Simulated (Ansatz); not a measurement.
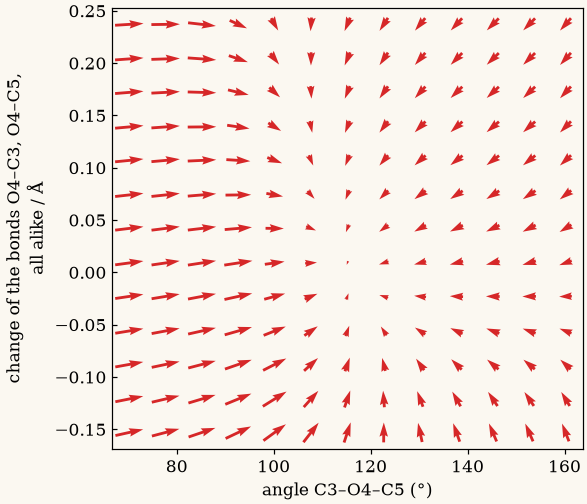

C3H7NO, SMILES CN=COC. 
- Coordinates scanned: (1) angle C3–O4–C5; (2) change of the bonds O4–C3, O4–C5, all alike.
- Nothing is relaxed (all other coordinates rigid).
- Grid: 13 × 13 points.
- Points are written as (first, second).
- The calculation used RKS PBE-D4/def2-TZVP (Ansatz).

The picture shows arrows along the force (downhill), their lengths compressed.

Q: The arrows alone are given. Where is the energy lowest?

A: The arrows converge at about (115°, 0.000 Å) (read from the interpolated surface).

The energy map of the same scan:

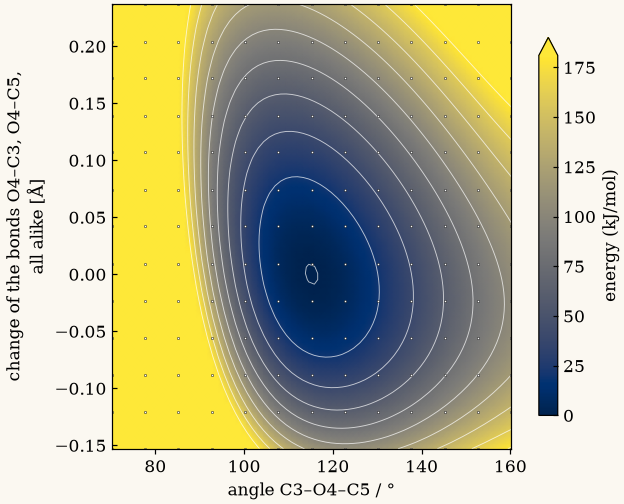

Energies are in kJ/mol, from the lowest grid point; between grid points the surface is interpolated.
